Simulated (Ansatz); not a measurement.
```tsv
atom	x (Å)	y (Å)	z (Å)
Si	-0.1434	-0.0407	0.0467
Cl	1.1767	-1.6323	-0.0880
H	-1.2768	-0.2799	-0.9000
Br	0.8515	1.8744	-0.5221
H	-0.6080	0.0785	1.4634
```

Computed with RKS PBE/def2-SVP (Ansatz).

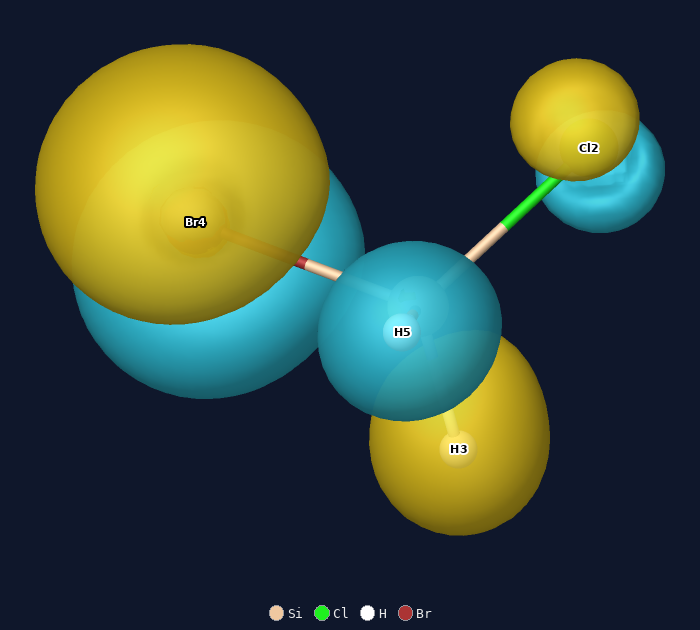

BrClH$_{2}$Si. The HOMO at ±0.1 Å⁻³ᐟ² (yellow and cyan are the two phases), seen at a tilt.

Q: Where does this orbital lie, and at what energy?

A: By Hirshfeld shares it lies mainly on Br4 (about 75 %), Si1 (about 10 %), H3 (about 5 %) and H5 (about 5 %); largely a lone pair of Br4. Its energy is −7.24 eV.
